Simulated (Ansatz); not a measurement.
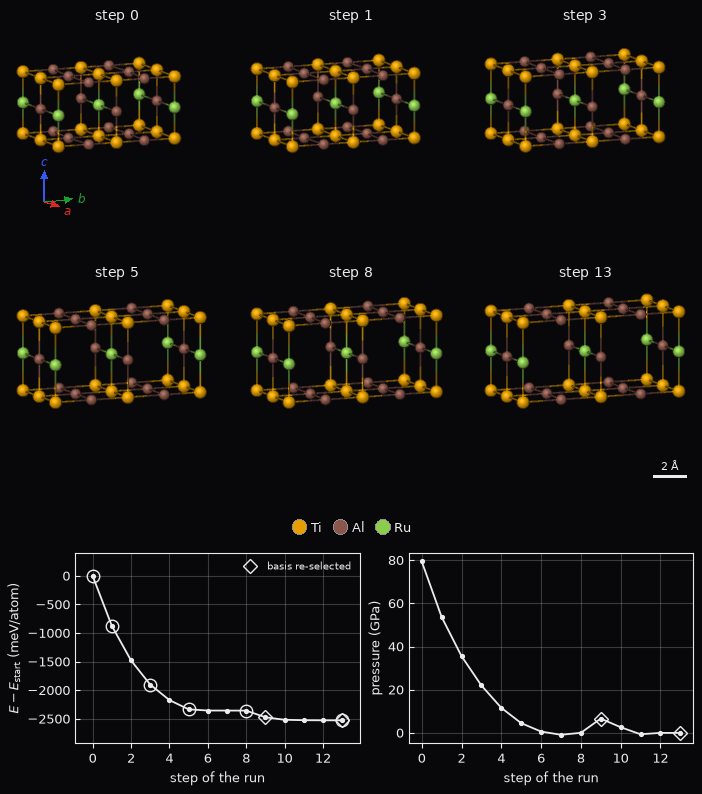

Frames of a relaxation of crystalline Ti2Al3Ru (a generated structure, set up in Cmmm) (coarse preliminary run), marked on the history of the run. A ball-and-stick model of the conventional cell (2 times the calculation's cell), seen slightly off an axis. Lengths and directions refer to the drawn axes.

Level of theory: DFT PBE, scalar-relativistic, plane waves, PAW in Ansatz.

The input:
```yaml
crystal:
  lattice:
    - [2.75034082, -3.95493517, 0.0]
    - [2.75034082, 3.95493517, 0.0]
    - [0.0, 0.0, 3.91091204]
  atoms:
    - { symbol: Ti, position: [0.5, 0.5, 0.0] }
    - { symbol: Ti, position: [0.0, 0.0, 0.0] }
    - { symbol: Al, position: [0.73915387, 0.26084613, 0.0] }
    - { symbol: Al, position: [0.26084613, 0.73915387, 0.0] }
    - { symbol: Al, position: [0.5, 0.5, 0.5] }
    - { symbol: Ru, position: [0.0, 0.0, 0.5] }
basis:
  ecutwfc: 420
kpoints:
  mp_grid: { grid: [4, 4, 4] }
hamiltonian:
  xc: pbe
scf:
  occupations: { method: gaussian, width: 0.1 }
  lower_state_search: "off"
output:
  forces: true
  stress: true
  eigenvalues: true
relax:
  adjacent_minimum: "off"
  f_tol: 0.04
  max_steps: 70
  cell: { stress_tol: 0.4 }
```

Launched with:
```bash
ansatz run input.yaml --threads 1 --pin off --max-ram 2560MiB --backend cpu --events-out ev --progress --plain --runs-dir out
```

Q: Describe the path.

A: The largest moves relative to the cell, 0.17 Å, are those of Al3 and Al4. Al4 goes along +b. Ti and Ru stay in place. The drawn cell changes as follows: a 5.501 → 4.966 Å (−9.7 %), b 7.910 → 10.611 Å (+34.1 %), c 3.911 → 5.020 Å (+28.4 %); the volume changes by +55.4 %. Among the contacts that change: Ti1–Al3 1.892 → 2.711 Å, Ti1–Al5 1.955 → 2.510 Å, Ti2–Ru6 1.955 → 2.510 Å, Ti2–Al3 2.063 → 2.594 Å. Among the angles between lasting bonds that change: Ti1–Al4–Al3 93.6° → 87.3°, Ti2–Al4–Al3 86.4° → 92.7°. The space group stays Cmmm (No. 65). Over 11 accepted moves (13 points after the start) the energy falls by 2527 meV per atom. Largest force component: 3.8 eV/Å at the start, 0.034 eV/Å at the end. Pressure: 79.43 GPa at the start and −0.02 GPa at the end. The SCF was repeated twice at an unchanged geometry on a basis and grid sized afresh for the cell, which shifted the energy by 116 meV per atom at most. The run took 69 s on 1 thread of Arm Neoverse V1, with other jobs on the host, peak memory 0.42 GiB. From step 0 to 1: Al atoms move most (0.03 Å), volume +9.3 %, energy −874 meV per atom. From step 1 to 3: Al atoms move most (0.04 Å), volume +15.2 %, energy −1027 meV per atom. From step 3 to 5: Al atoms move most (0.04 Å), volume +9.4 %, energy −432 meV per atom. From step 5 to 8: Al atoms move most (0.02 Å), volume +2.8 %, energy −22.6 meV per atom. From step 8 to 13: Al atoms move most (0.03 Å), volume +9.9 %, energy −170 meV per atom.

```tsv
step	E − E(0), meV/atom	largest force component, eV/Å	pressure, GPa	volume, Å³/atom	note
0	0.00	3.8422	79.43	14.180	
1	-874.35	2.0945	53.69	15.493	
2	-1478.83	1.0338	35.55	16.689	
3	-1901.46	0.5463	21.95	17.840	
4	-2172.40	0.2540	11.60	18.880	
5	-2333.78	0.1234	4.50	19.510	
6	-2355.00	0.0598	0.61	19.933	
7	-2355.62	0.0323	-0.90	20.231	
8	-2356.34	0.0073	0.02	20.063	
9	-2472.73	0.0032	6.61	20.063	same geometry, new basis
10	-2516.63	0.0160	2.61	21.141	
11	-2523.86	0.0517	-0.65	22.329	
12	-2525.95	0.0340	-0.02	22.043	
13	-2526.63	0.0340	-0.02	22.043	same geometry, new basis
```

Limits of the set-up: the k-point mesh is coarse for a cell with partly filled bands.
